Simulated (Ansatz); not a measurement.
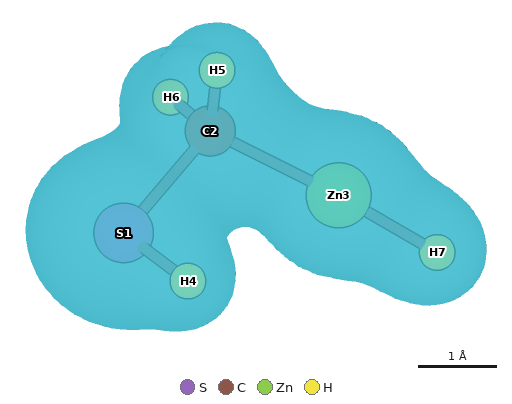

*CH4SZn (SMILES S[CH2][ZnH]). Isosurface of the electron density at 0.2 e/Å³ (cyan), seen at a tilt.*

Geometry: PBE0-D4/def2-TZVP.

Theory: RKS PBE0-D4/def2-TZVPP (Ansatz).

Input

```
crystal:
  periodic: [false, false, false]
  atoms:
    - {symbol: S, position_ang: [-1.547159, 0.658456, -0.429627]}
    - {symbol: C, position_ang: [-0.126721, 0.308531, 0.655816]}
    - {symbol: Zn, position_ang: [1.295944, -0.457899, -0.434545]}
    - {symbol: H, position_ang: [-1.668036, -0.546190, -1.010473]}
    - {symbol: H, position_ang: [-0.443132, -0.267929, 1.525569]}
    - {symbol: H, position_ang: [0.187345, 1.291754, 1.015988]}
    - {symbol: H, position_ang: [2.362959, -1.054724, -1.368428]}
basis:
  gaussian: {orbitals: def2-TZVPP}
hamiltonian: {xc: pbe0, dispersion: d4}
output: {orbitals: {seedname: orbitals}}
```

Run with:

```sh
ansatz run in.yaml --threads 2 --pin off --events-out ev --progress --plain --max-ram 4352MiB
```

What does this surface tell about the bonding?

At this value the surface is in one piece. It bridges the sampled C–S (1.82 Å), C–Zn (1.95 Å), C–H (1.09 Å) and S–H (1.34 Å) contacts, where the density stays above the isovalue. On the grid the lowest density along these lines, outside the cores, is 1.2 e/Å³ (C–S, 1.82 Å), 0.77 e/Å³ (C–Zn, 1.95 Å), 1.9 e/Å³ (C–H, 1.09 Å) and 1.5 e/Å³ (S–H, 1.34 Å).
